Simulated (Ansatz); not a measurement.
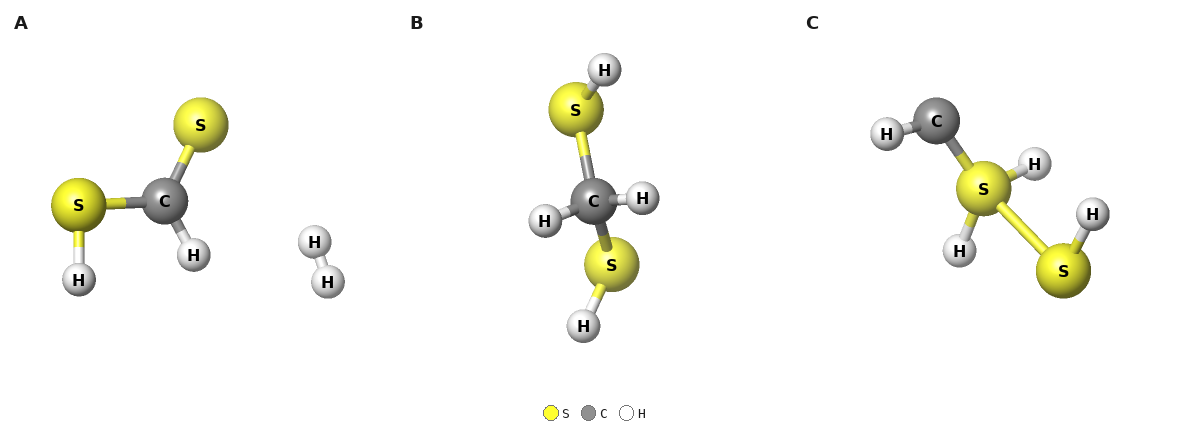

3 stationary structures of one formula. Geometries: PBE0-D4/def2-TZVP. Electronic energies: RHF-CCSD(T) (frozen core)/def2-TZVPP (Ansatz 0.2.0), without zero-point energy. No frequency run is at hand to confirm each as a minimum. Each is one conformer, not always the lowest.

Question: Which structure is the most stable?

Answer: B is lowest (C2); A lies 1.102 eV above it (Cs), C lies 5.263 eV above it (C1).
